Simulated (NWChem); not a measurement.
# CBrCl2F (bromodichlorofluoromethane) at 4 levels

We compute a comparison of 4 runs (M06-2X/cc-pVDZ, B2PLYP/cc-pVDZ, CAM-B3LYP/cc-pVDZ, wB97X/cc-pVDZ) of CBrCl2F (bromodichlorofluoromethane). 

The calculation is run with NWChem 7.3.0.

### 1 Starting point

CBrCl2F: 5 atoms, total charge 0, spin state singlet. SMILES: `FC(Cl)(Cl)Br`. Geometry: relaxed at PBE0-D4/def2-TZVP.

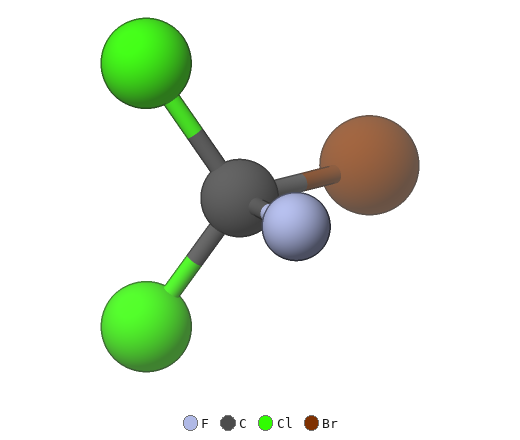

Viewed from a chosen angle; fluorine light blue, carbon dark grey, chlorine green, bromine brown.

### 2 Energy and forces at M06-2X/cc-pVDZ (run 1)

input.nw

```
start input
title "CBrCl2F"
memory total 2200 mb
charge 0

geometry units angstrom noautosym nocenter noautoz
  F     -0.145400     0.066000     1.392100
  C     -0.007200    -0.045400     0.072100
  Cl     1.255600    -1.218600    -0.263900
  Cl    -1.537300    -0.570800    -0.611000
  Br     0.484000     1.695200    -0.630600
end

basis spherical bse
  F library cc-pVDZ
  C library cc-pVDZ
  Cl library cc-pVDZ
  Br library cc-pVDZ
end

dft
  xc m06-2x
  grid fine
  convergence energy 1e-08
  maxiter 100
  mulliken
  print low
end

task dft gradient
```

Run with:

```bash
$ nwchem input.nw > input.out
```

The program printed:

```text
[...]
 d= 0,ls=0.0,diis     1  -3632.2072188738 -4.16D+03  1.82D-02  1.78D+00    14.5
[...]
 d= 0,ls=0.0,diis     9  -3632.4314869137 -7.74D-09  6.82D-07  5.37D-09    89.1
         Total DFT energy =    -3632.431486913660
      One electron energy =    -6093.759679793418
           Coulomb energy =     2097.916367087131
    Exchange-Corr. energy =     -163.733547594527
 Nuclear repulsion energy =      527.145373387154
[...]
      Total Density - Mulliken Population Analysis
     ---------------------------------------------
    Atom       Charge   Shell Charges
 -----------   ------   -------------------------------------------------------
    1 F    9     9.12   2.00  0.90  0.99  3.32  1.90  0.01
    2 C    6     6.01   2.01  0.72  0.51  1.84  0.72  0.22
    3 Cl  17    16.96   2.00  2.02  0.97  0.93  6.00  3.07  1.93  0.04
    4 Cl  17    16.96   2.00  2.02  0.97  0.93  6.00  3.07  1.93  0.04
    5 Br  35    34.95   2.00  2.00  2.02  1.04  0.90  6.00  6.00  2.65  2.31  9.97  0.07
[...]
                         DFT ENERGY GRADIENTS
    atom               coordinates                        gradient
                 x          y          z           x          y          z
   1 F      -0.274766   0.124722   2.630688    0.000252  -0.000328  -0.002614
   2 C      -0.013606  -0.085794   0.136249   -0.000617  -0.003367  -0.001434
   3 Cl      2.372740  -2.302820  -0.498699   -0.005294   0.004818   0.000920
   4 Cl     -2.905076  -1.078656  -1.154623    0.006486   0.002077   0.002387
   5 Br      0.914627   3.203463  -1.191661   -0.000826  -0.003200   0.000741
 Task  times  cpu:      144.4s     wall:      144.4s
 Total times  cpu:      144.4s     wall:      144.4s
```

Wall time 2.4 min (1 thread of Intel Xeon Platinum 8488C (Sapphire Rapids), shared host); peak memory 0.12 GiB.

### 3 A single-point energy at B2PLYP/cc-pVDZ (run 2)

input.nw

```
start input
title "CBrCl2F B2PLYP"
memory total 2200 mb

geometry units angstroms noautosym nocenter noautoz
  F       -0.145400       0.066000       1.392100
  C       -0.007200      -0.045400       0.072100
  Cl       1.255600      -1.218600      -0.263900
  Cl      -1.537300      -0.570800      -0.611000
  Br       0.484000       1.695200      -0.630600
end

basis spherical bse
  F library cc-pVDZ
  C library cc-pVDZ
  Cl library cc-pVDZ
  Br library cc-pVDZ
end

dft
  xc hfexch 0.53 becke88 0.47 lyp 0.73 mp2 0.27
  dftmp2 semidirect
  grid fine
  convergence energy 1e-08
  iterations 100
  mulliken
  noprint "final vectors analysis"
end

mp2
  freeze core 21
end

task dft
```

Run with:

```bash
$ nwchem input.nw > input.out
```

The program printed:

```text
[...]
          Wavefunction type:  closed shell.
          No. of atoms     :     5
          No. of electrons :    84
[...]
          Charge           :     0
          Spin multiplicity:     1
[...]
          AO basis - number of functions:    91
[...]
              XC Information
              --------------
                     Hartree-Fock (Exact) Exchange  0.530
                    Becke 1988 Exchange Functional  0.470
              Lee-Yang-Parr Correlation Functional  0.730
[...]
 d= 0,ls=0.0,diis     1  -3631.1779462346 -4.16D+03  1.69D-02  1.69D+00    14.4
[...]
 d= 0,ls=0.0,diis     9  -3631.3939521849 -5.20D-09  7.14D-07  5.16D-09    86.8
         Total DFT energy =    -3631.393952184919
      One electron energy =    -6093.594072180569
           Coulomb energy =     2097.745910793561
    Exchange-Corr. energy =     -162.691164185065
 Nuclear repulsion energy =      527.145373387154
[...]
      Total Density - Mulliken Population Analysis
     ---------------------------------------------
    Atom       Charge   Shell Charges
 -----------   ------   -------------------------------------------------------
    1 F    9     9.16   2.00  0.91  0.99  3.33  1.91  0.01
    2 C    6     5.93   2.01  0.72  0.48  1.83  0.67  0.22
    3 Cl  17    16.98   2.00  2.02  0.97  0.94  6.00  3.06  1.95  0.04
    4 Cl  17    16.98   2.00  2.02  0.97  0.94  6.00  3.06  1.95  0.04
    5 Br  35    34.95   2.00  2.00  2.02  1.07  0.87  6.00  6.00  2.67  2.28  9.96  0.08
[...]
  Basis functions       =     91
[...]
```

Wall time 1.9 min (1 thread of Intel Xeon Platinum 8488C (Sapphire Rapids), shared host); peak memory 0.27 GiB.

Run 3 isn't shown in full; the table further down has it.

### 4 Energy and gradient at wB97X/cc-pVDZ (run 4)

cbrcl2f.nw

```
START cbrcl2f
TITLE "CBrCl2F gradient"
memory 2200 mb
charge 0
GEOMETRY noautosym nocenter noautoz
  F       -0.145400       0.066000       1.392100
  C       -0.007200      -0.045400       0.072100
  Cl       1.255600      -1.218600      -0.263900
  Cl      -1.537300      -0.570800      -0.611000
  Br       0.484000       1.695200      -0.630600
END
BASIS spherical bse
  * library cc-pVDZ
END
DFT
  xc wb97x
  grid fine
  convergence energy 1e-08
  maxiter 100
  mulliken
  noprint "final vectors analysis"
END
TASK dft gradient
```

Run with:

```bash
$ nwchem cbrcl2f.nw > cbrcl2f.out
```

The program printed:

```text
[...]
          Wavefunction type:  closed shell.
          No. of atoms     :     5
          No. of electrons :    84
[...]
          Charge           :     0
          Spin multiplicity:     1
[...]
          AO basis - number of functions:    91
[...]
              XC Information
              --------------
                       wb97x  Method XC Functional
                     Hartree-Fock (Exact) Exchange  1.000
                         wb97x Exchange Functional  1.000
                      wb97x Correlation Functional  1.000
[...]
 d= 0,ls=0.0,diis     1  -3632.2287594320 -4.16D+03  1.56D-02  1.91D+00    14.4
[...]
 d= 0,ls=0.0,diis    10  -3632.4587830095 -8.11D-09  1.10D-06  5.50D-09   128.4
         Total DFT energy =    -3632.458783009484
      One electron energy =    -6093.354955389000
           Coulomb energy =     2097.457630182546
    Exchange-Corr. energy =     -163.706831190185
 Nuclear repulsion energy =      527.145373387154
[...]
  wavefunction    = closed shell
[...]
                         DFT ENERGY GRADIENTS
    atom               coordinates                        gradient
                 x          y          z           x          y          z
   1 F      -0.274766   0.124722   2.630688    0.000704  -0.000403  -0.006390
   2 C      -0.013606  -0.085794   0.136249   -0.001541  -0.004889   0.003149
   3 Cl      2.372740  -2.302820  -0.498699   -0.003992   0.003782   0.001014
   4 Cl     -2.905076  -1.078656  -1.154623    0.004882   0.001716   0.002119
   5 Br      0.914627   3.203463  -1.191661   -0.000053  -0.000206   0.000108
[...]
```

Run time: 3.1 min. Hardware: 1 thread of Intel Xeon Platinum 8488C (Sapphire Rapids), shared host; peak memory 0.19 GiB.

### 5 Overview of the runs

```csv
run,level,task,frozen core orbitals,energy (Eh),largest force (eV/Å),wall time
1,M06-2X/cc-pVDZ,gradient,–,-3632.431487,0.371,2.4 min
2,B2PLYP/cc-pVDZ,energy,21,-3631.633593,–,1.9 min
3,CAM-B3LYP/cc-pVDZ,gradient,–,-3632.571481,0.465,3 min
4,wB97X/cc-pVDZ,gradient,–,-3632.458783,0.331,3.1 min
```

### 6 Outcome

```
                       quantity           value
            run 4: total energy  -3632.45878 Eh
           run 4: dipole moment          0.36 D
run 4: largest force on an atom      0.331 eV/Å
```

In words: Over runs 2, 3, 4 the dipole moment (its size) runs from 0.36 D (wB97X/cc-pVDZ) to 0.46 D (B2PLYP/cc-pVDZ). A double hybrid's value is that of its SCF part. Totals of different functionals can't be ranked against each other. All runs together took 10 min, the longest 3.1 min.
